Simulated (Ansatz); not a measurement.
## CH6Si (methylsilane): where methods fail along a bond

CH6Si has 8 atoms, charge 0, and is taken as a singlet. SMILES: `C[SiH3]`. The coordinates come from a PBE0-D4/def2-TZVP relaxation.

```xyz
8

C    -0.1815    0.2397   -0.9403
Si    0.1624   -0.2145    0.8415
H    -1.2405    0.1125   -1.1756
H     0.3955   -0.3914   -1.6198
H     0.0866    1.2807   -1.1339
H    -0.6250    0.6462    1.7654
H     1.6056   -0.0400    1.1599
H    -0.2031   -1.6332    1.1028
```

The C1–H5 distance is scanned; the parts on either side stay rigid. Basis STO-3G, 6 core orbitals frozen in the correlated methods; program Ansatz 0.2.0. FCI is exact within this basis and core. Energies in eV from each method's value at 1.092 Å; methods without a U are spin-restricted. The shape above is that at 1.092 Å.

| distance (Å) | PBE0 | BHLYP | CAM-B3LYP | B2PLYP | CCSD(T) | BCCD(T) | FCI |
| --- | --- | --- | --- | --- | --- | --- | --- |
| 1.092 | 0.00 | 0.00 | 0.00 | 0.00 | 0.00 | 0.00 | 0.00 |
| 1.365 | 1.01 | 1.09 | 1.01 | 0.98 | 0.86 | 0.86 | 0.85 |
| 1.638 | 2.81 | 3.02 | 2.82 | 2.76 | 2.45 | 2.45 | 2.45 |
| 2.184 | 6.10 | 6.58 | 6.21 | 5.88 | 4.78 | 4.78 | 4.77 |
| 2.731 | 8.12 | 8.85 | 8.41 | 7.42 | 5.44 | 5.47 | 5.48 |

Departure from the FCI curve at its largest: PBE0 +2.64 eV at 2.73 Å; BHLYP +3.36 eV at 2.73 Å; CAM-B3LYP +2.92 eV at 2.73 Å; B2PLYP +1.94 eV at 2.73 Å; CCSD(T) -0.04 eV at 2.73 Å; BCCD(T) -0.02 eV at 2.73 Å. Functionals converge differently with the basis, so for them the departure isn't an error alone.

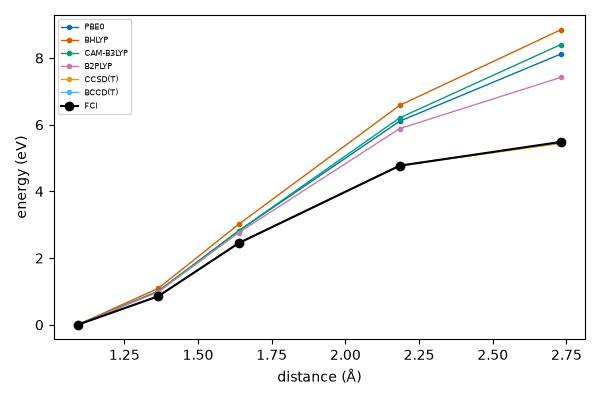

The curves of the table.
